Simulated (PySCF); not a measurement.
Bond stretch in H2Be, SMILES [BeH2]. The Be1–H3 bond (Be1 also carries H; H3 carries nothing else) is varied alone, starting from the PBE0/def2-TZVP optimised geometry.

```
3

Be     0.0000     0.0000     0.0000
H      0.0000     0.0000    -1.3387
H      0.0000     0.0000     1.3387
```

Levels: RCCSD(T) = CCSD(T) on RHF/cc-pVDZ run with PySCF; UKS-PBE0 = unrestricted PBE0/cc-pVDZ run with PySCF; UHF/cc-pVDZ (PySCF); UCCSD(T) = CCSD(T) on UHF/cc-pVDZ (PySCF 2.14.0); CASSCF(2,2)/cc-pVDZ (PySCF).

Energies are in kJ/mol, each relative to the lowest point of its own curve near equilibrium.

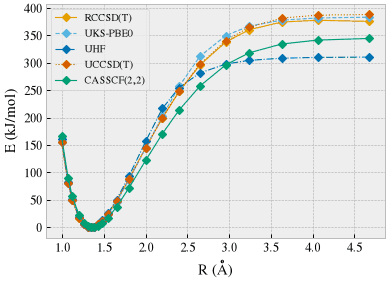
Energy against bond length for each method.

```
R / Å  RCCSD(T)  UKS-PBE0    UHF  UCCSD(T)  CASSCF(2,2)
-----  --------  --------  -----  --------  -----------
0.99      155.8     156.0  160.1     155.8        166.5
1.07       80.5      81.1   83.0      80.5         89.0
1.12       49.0      49.7   50.7      49.0         56.2
1.20       17.4      17.9   18.1      17.4         22.2
1.26        5.1       5.5    5.3       5.1          8.0
1.31        0.6       0.8    0.7       0.6          1.8
1.34        0.0       0.0    0.0       0.0          0.2
1.38        1.2       1.0    1.2       1.2          0.0
1.43        5.5       5.0    5.6       5.5          2.5
1.48       12.2      11.5   12.7      12.2          7.5
1.55       25.0      23.9   26.1      25.0         17.7
1.65       48.0      46.5   50.4      48.0         37.1
1.80       88.3      86.8   93.8      88.3         72.1
2.00      145.3     145.2  157.2     145.3        122.4
2.20      199.7     203.0  217.0     200.0        170.8
2.40      247.7     257.3  254.9     248.4        213.8
2.65      296.3     312.0  281.6     297.5        257.8
2.96      338.1     349.8  297.8     340.6        296.5
3.24      360.5     367.2  304.6     365.1        318.4
3.63      374.5     377.9  308.5     381.8        334.4
4.06      377.7     381.9  310.0     387.0        341.6
4.68      375.6     383.4  310.5     388.3        344.5
```

At the longest distance, 4.68 Å, UCCSD(T) lies highest above its minimum (388.3 kJ/mol) and UHF lowest (310.5 kJ/mol).

The T1 diagnostic of CCSD on the restricted reference of RCCSD(T) exceeds 0.045 at 2.96 to 4.68 Å. The unrestricted determinant behind UKS-PBE0 is spin-contaminated at 2.65 to 4.68 Å (<S²> up to 1.0, against 0.00 for a pure singlet). The unrestricted determinant behind UHF, UCCSD(T) is spin-contaminated at 2.20 to 4.68 Å (<S²> up to 1.0, against 0.00 for a pure singlet).
